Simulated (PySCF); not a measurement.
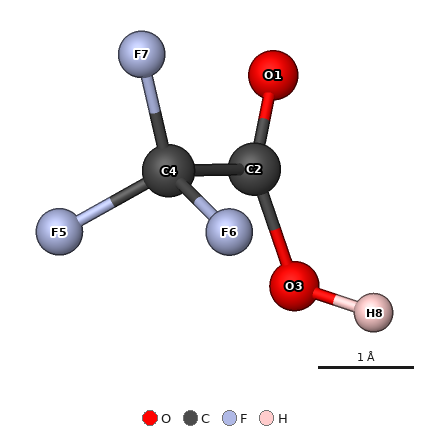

Fig. 1: The input geometry of run A (ball-and-stick view, seen at a tilt; atoms are numbered from 1 in the order of the input). Bond lengths as drawn: C–C 1.57 Å, C–F 1.33 to 1.35 Å, C–O 1.18 to 1.34 Å and H–O 0.96 Å.

## What a change does: NMR shielding calculation on C2HF3O2

System: C2HF3O2, SMILES O=C(O)C(F)(F)F.
Method of run A: GIAO revPBE/pcSseg-1 NMR shielding, non-relativistic, IEF-PCM chloroform (PySCF 2.14.0).

The geometry comes from this level: GFN2-xTB. Text and figures count atoms from 1; the logs count them from 0 in places.

Input, run A:
```
{"job": {"kind": "nmr", "xc": "revPBE", "basis": "pcSseg-1", "solvent": "chloroform", "pop": false}, "charge": 0, "multiplicity": 1}
O      0.907233     1.603320    -0.280898
C      0.610020     0.459612    -0.209645
O      1.421531    -0.584843    -0.420734
C     -0.863234    -0.009021     0.066532
F     -1.408655    -0.572954    -1.012945
F     -0.868197    -0.931660     1.045578
F     -1.645696     0.993668     0.452876
H      1.846998    -0.958121     0.359236
```

The first line tells a small driver script what to run in PySCF; the rest is the geometry in Å.

Command:
```bash
OMP_NUM_THREADS=1 python <driver script> task.json out
```

Hardware: 1 CPU thread, shared host.

Output (run A):
```
coarse grid: 8224 points
cycle   1  E = -526.1880005294  dE =  1.364e+00  |g| = 1.316e+00  |ddm| = 2.587e+00
cycle   2  E = -524.7920050899  dE =  1.396e+00  |g| = 3.090e+00  |ddm| = 2.614e+00
cycle   3  E = -526.4429906597  dE = -1.651e+00  |g| = 4.378e-01  |ddm| = 2.124e+00
cycle   4  E = -526.4666895169  dE = -2.370e-02  |g| = 2.598e-01  |ddm| = 3.977e-01
cycle   5  E = -526.4783782710  dE = -1.169e-02  |g| = 4.207e-02  |ddm| = 1.632e-01
cycle   6  E = -526.4787415542  dE = -3.633e-04  |g| = 7.295e-03  |ddm| = 3.409e-02
cycle   7  E = -526.4787513347  dE = -9.781e-06  |g| = 1.415e-03  |ddm| = 4.661e-03
final grid: 85016 points
cycle   8  E = -526.5929250676  dE = -1.790e-05  |g| = 1.985e-02  |ddm| = 2.599e-02
cycle   9  E = -526.5925343830  dE =  3.907e-04  |g| = 5.029e-02  |ddm| = 3.742e-02
cycle  10  E = -526.5929883643  dE = -4.540e-04  |g| = 5.607e-03  |ddm| = 2.836e-02
cycle  11  E = -526.5929940002  dE = -5.636e-06  |g| = 5.131e-04  |ddm| = 3.494e-03
cycle  12  E = -526.5929940403  dE = -4.008e-08  |g| = 1.443e-04  |ddm| = 3.098e-04
cycle  13  E = -526.5929940438  dE = -3.490e-09  |g| = 3.187e-05  |ddm| = 1.251e-04
cycle  14  E = -526.5929940439  dE = -1.363e-10  |g| = 1.325e-05  |ddm| = 2.250e-05
converged SCF energy = -526.5929940439

GIAO shielding tensors (ppm)
atom      isotropic    diamagn.    paramagn.     s11        s22        s33       span
  0 O     -161.579     399.803    -561.382   -445.553   -328.381    289.197    734.750
  1 C       18.544     249.496    -230.952    -80.058     58.500     77.191    157.248
  2 O      177.848     392.560    -214.713     82.054    197.655    253.834    171.781
  3 C       55.021     241.854    -186.832     37.290     54.206     73.568     36.278
  4 F      244.387     472.158    -227.771    169.324    233.931    329.905    160.581
  5 F      243.060     473.966    -230.906    163.614    225.471    340.095    176.481
  6 F      255.314     470.969    -215.655    181.897    252.815    331.231    149.333
  7 H       26.602      30.215      -3.613     20.181     22.566     37.059     16.878
```

For run B the input was changed thus:
```diff
-O      0.907233     1.603320    -0.280898
-C      0.610020     0.459612    -0.209645
-O      1.421531    -0.584843    -0.420734
-C     -0.863234    -0.009021     0.066532
-F     -1.408655    -0.572954    -1.012945
-F     -0.868197    -0.931660     1.045578
-F     -1.645696     0.993668     0.452876
-H      1.846998    -0.958121     0.359236
+O      1.014215     1.445226    -0.041830
+C      0.588283     0.333666    -0.046140
+O      1.280536    -0.780693    -0.158217
+C     -0.927394    -0.009587     0.085921
+F     -1.361025    -0.683757    -0.983829
+F     -1.154427    -0.771316     1.160701
+F     -1.666656     1.088978     0.202106
+H      2.235525    -0.613105    -0.243278
```

Predict how the results change.

With the same method and basis, run B lies 11.8 kcal/mol lower. The HOMO goes from −7.33 to −7.23 eV. The LUMO goes from −2.45 to −1.83 eV. The dipole moment goes from 2.84 to 2.78 D. Of all shieldings, the largest change is that of O1, by +89.4 ppm. The SCF takes 15 iterations against 14.

Output (run B):
```
coarse grid: 8224 points
cycle   1  E = -526.2197627603  dE =  1.366e+00  |g| = 1.288e+00  |ddm| = 2.610e+00
cycle   2  E = -524.9392334136  dE =  1.281e+00  |g| = 2.973e+00  |ddm| = 2.534e+00
cycle   3  E = -526.4455466016  dE = -1.506e+00  |g| = 5.220e-01  |ddm| = 2.103e+00
cycle   4  E = -526.4865851394  dE = -4.104e-02  |g| = 2.394e-01  |ddm| = 4.252e-01
cycle   5  E = -526.4964190905  dE = -9.834e-03  |g| = 4.506e-02  |ddm| = 1.496e-01
cycle   6  E = -526.4968398579  dE = -4.208e-04  |g| = 1.013e-02  |ddm| = 3.691e-02
cycle   7  E = -526.4968572618  dE = -1.740e-05  |g| = 4.238e-03  |ddm| = 7.460e-03
cycle   8  E = -526.4968600975  dE = -2.836e-06  |g| = 1.036e-03  |ddm| = 2.637e-03
final grid: 85016 points
cycle   9  E = -526.6116941632  dE = -3.493e-05  |g| = 1.779e-02  |ddm| = 2.548e-02
cycle  10  E = -526.6114516873  dE =  2.425e-04  |g| = 4.084e-02  |ddm| = 3.082e-02
cycle  11  E = -526.6117412753  dE = -2.896e-04  |g| = 6.106e-03  |ddm| = 2.357e-02
cycle  12  E = -526.6117480992  dE = -6.824e-06  |g| = 5.742e-04  |ddm| = 3.524e-03
cycle  13  E = -526.6117481490  dE = -4.985e-08  |g| = 1.955e-04  |ddm| = 4.131e-04
cycle  14  E = -526.6117481565  dE = -7.482e-09  |g| = 2.984e-05  |ddm| = 1.717e-04
cycle  15  E = -526.6117481566  dE = -1.014e-10  |g| = 1.682e-05  |ddm| = 2.149e-05
converged SCF energy = -526.6117481566

GIAO shielding tensors (ppm)
atom      isotropic    diamagn.    paramagn.     s11        s22        s33       span
  0 O      -72.161     400.896    -473.057   -274.192   -224.842    282.552    556.745
  1 C       24.609     250.341    -225.732    -73.437     68.410     78.854    152.291
  2 O      126.293     391.466    -265.172    -26.622    181.540    223.962    250.584
  3 C       54.948     240.350    -185.401     36.905     54.200     73.740     36.835
  4 F      241.933     472.372    -230.439    163.301    231.717    330.781    167.480
  5 F      241.933     472.389    -230.456    163.300    231.707    330.791    167.491
  6 F      252.678     470.621    -217.944    179.632    249.205    329.196    149.564
  7 H       24.359      29.197      -4.839     19.194     21.399     32.484     13.290
```

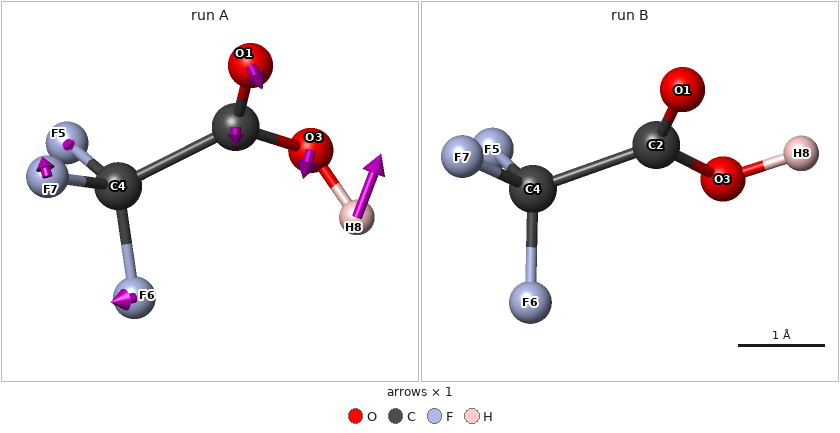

Fig. 2: The two input geometries at one scale (ball-and-stick view, seen at a tilt). The pink arrows on the first give the shifts of the atoms after the best rigid fit, at true length. The largest move after the best rigid fit is that of H8, 0.80 Å. Largest moves by element: H 0.80 Å, O 0.35 Å, F 0.34 Å, C 0.21 Å. Among the contacts that change: C2–O3 1.339 → 1.317 Å, C2–C4 1.570 → 1.560 Å, O3–H8 0.964 → 0.973 Å, C4–F6 1.345 → 1.337 Å.

The two runs side by side:

```tsv
quantity	run A	run B
outcome	converged	converged
total energy (hartree)	−526.592994	−526.611748
HOMO (eV)	−7.33	−7.23
LUMO (eV)	−2.45	−1.83
dipole moment (D)	2.84	2.78
shielding of O1 (ppm)	−161.6	−72.2
shielding of C2 (ppm)	18.5	24.6
shielding of O3 (ppm)	177.8	126.3
shielding of F5 (ppm)	244.4	241.9
shielding of F6 (ppm)	243.1	241.9
shielding of F7 (ppm)	255.3	252.7
shielding of H8 (ppm)	26.6	24.4
SCF iterations	14	15
basis functions	124	124
wall time (shared host)	4.7 s	5 s
```
